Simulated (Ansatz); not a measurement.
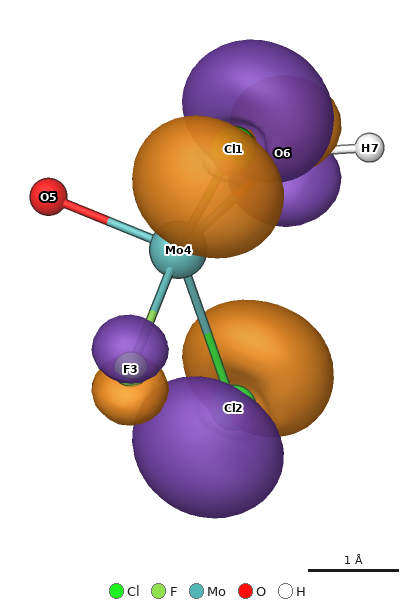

Cl₂FHMoO₂. One frontier orbital at ±0.15 Å⁻³ᐟ² (orange and purple are the two phases), seen at an oblique angle.

Geometry: PBE0-D4/def2-SVP; core potentials replace the inner electrons of Mo.

Computed with Ansatz 0.2.0, isolated molecule in a Gaussian basis; Kohn-Sham density functional theory, functional PBE0.

The calculation's input:

```
crystal:
  periodic: [false, false, false]
  atoms:
    - symbol: Cl
      position_ang: [-1.093741, -0.143678, -0.548557]
    - symbol: Cl
      position_ang: [2.287019, -0.301407, 2.198257]
    - symbol: F
      position_ang: [1.699022, 0.103668, -0.513264]
    - symbol: Mo
      position_ang: [0.576439, 0.520239, 0.892357]
    - symbol: O
      position_ang: [0.643656, 2.157733, 0.903663]
    - symbol: O
      position_ang: [-0.577129, 0.215526, 2.294694]
    - symbol: H
      position_ang: [-0.942257, -0.582286, 2.698352]
basis:
  gaussian: {orbitals: def2-SVPD}
hamiltonian: {xc: {name: PBE0}}
output: {forces: true, orbitals: {seedname: orbitals}}
```

Launched as:

```sh
ansatz run input.yaml --threads 2 --pin off --max-ram 5220MiB --events-out events.jsonl --progress --plain --runs-dir runs
```

Which orbital is it: HOMO or LUMO?

The HOMO, at −9.33 eV. By Hirshfeld shares it lies mainly on Cl1 (about 40 %), Cl2 (about 40 %) and O6 (about 15 %); largely a combination of lone pairs on Cl1, Cl2 and O6.
